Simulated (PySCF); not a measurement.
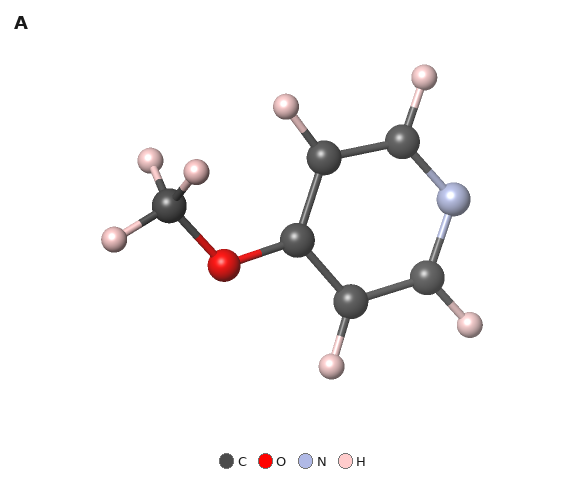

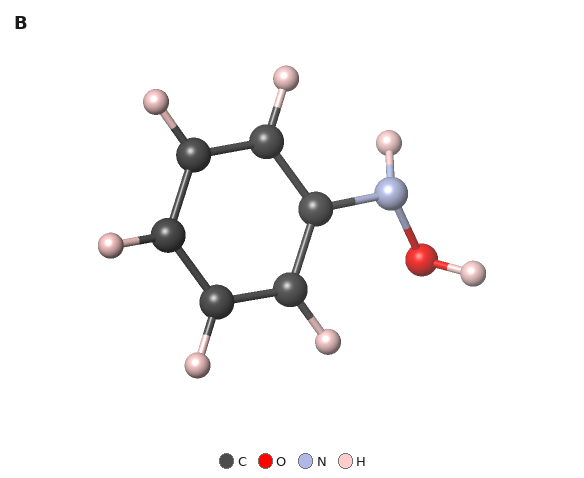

2 stationary structures of one formula. Geometries: PBE0-D3(BJ)/def2-SVP. Electronic energies: PBE0-D3(BJ)/def2-SVP (PySCF 2.14.0), without zero-point energy. No frequency run is at hand to confirm each as a minimum. Each is one conformer, not always the lowest.

Question: How are they related?

Answer: They are constitutional isomers of C6H7NO: A `COc1ccncc1`, B `ONc1ccccc1`.

Question: Which structure is the most stable?

Answer: A is lowest; B lies 24.3 kcal/mol above it.
